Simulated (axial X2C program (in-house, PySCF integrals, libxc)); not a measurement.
SnB⁻: relativistic diatomic calculation

- system: SnB⁻, single determinant with Ω = 2. The distance is the PBE0 minimum at charge −1.
- method: expectation values, HF and Kohn-Sham, two-component X2C with atomic mean-field Coulomb and Gaunt terms, Sn dyall-acv3z, B dyall-av3z (cores contracted) (axial X2C program (in-house, PySCF integrals, libxc))

**The program's output**
```
two-component X2C + atomic mean field  PBE0
basis functions 203  fitting functions 1043  grid points 5077
iter        total energy     max residual
   1      -6198.396530149     2.18e-05
   2      -6198.396530174     1.72e-05
   3      -6198.396530186     1.34e-05
   4      -6198.396530202     9.17e-06
   5      -6198.396530207     4.65e-06
   6      -6198.396530208     3.42e-06
converged
one-electron -8653.01030076  Coulomb 2566.22766609  exact exchange -41.94207081  xc functional -128.40798520  nuclear repulsion 62.25614246  atomic mean-field constant -3.51998199
```

**Expectation values by level of theory**

```
                                             quantity    PBE0      HF     LDA   PBE50     PBE
effective field for an electron dipole moment (GV/cm)    1.38    2.24   0.720    1.87   0.908
           field gradient at the first nucleus (a.u.)   −2.15   −4.56   −1.96   −2.45   −1.93
          field gradient at the second nucleus (a.u.)  −0.155  −0.170  −0.138  −0.172  −0.134
                           A∥/gI, first nucleus (MHz)     126     249     188     129     145
                          A∥/gI, second nucleus (MHz)    34.9    55.9    40.7    34.0    36.7
```

Each column comes from one determinant with 2 or more unpaired spinors, which can mix states, in a basis with contracted cores. The levels disagree widely: the effective field runs from 0.720 to 2.24 GV/cm and the field gradient at the first nucleus runs from −4.56 to −1.93 a.u. They may not all have settled in the same state, and these values aren't reliable properties of the molecule.

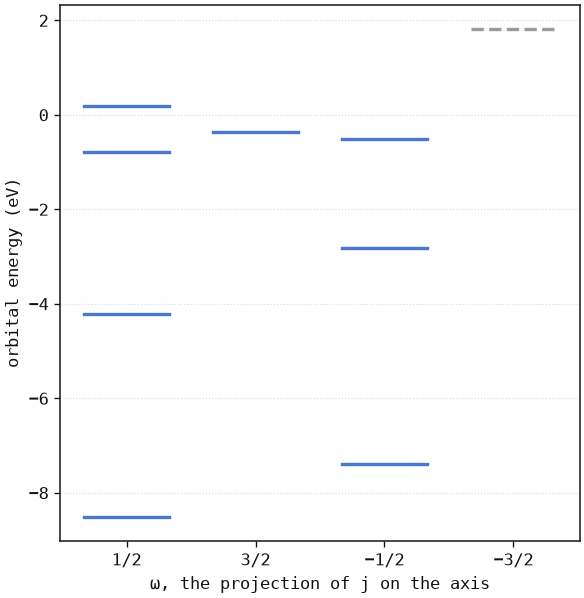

Figure 1. Orbital energies (PBE0) near the frontier at 2.12 Å, filled (solid) and empty (dashed). The highest filled spinor (1/2; 57 % Sn p, 35 % B p) lies at 0.18 eV, the lowest empty one (−3/2; 57 % Sn p, 37 % B p) at 1.81 eV. A filled level above zero is held only by the finite basis .

**Input**
```
{"zs": [50, 5], "q": -1, "bas": ["dyall-acv3z", "dyall-av3z"], "r0": 2.25, "levels": ["PBE0", "HF", "LDA", "PBE50", "PBE"], "nst": 3}
```

The line is the task of a batch: nuclear charges, charge, bases, the levels to run, a first guess of the distance and further settings. This report covers the levels named above. The log is that of the reference distance, started from orbitals converged before.

The run was one of a batch that the task file lists, launched with:
```bash
python <driver script> task.json out
```

**Key numbers**

- outcome: converged; the levels of theory disagree widely; a filled level lies above zero
- hardware: 1 thread of Arm Neoverse N1, 60 GiB of memory available, shared host
- wall time: 7.2 s
- peak memory: 0.37 GiB

**Notes**

The highest filled level (PBE0, up to 0.18 eV) lies above zero. That is common for anions, where the functional's self-interaction leaves the outer electrons unbound; only the finite basis holds them, so such levels depend on it.
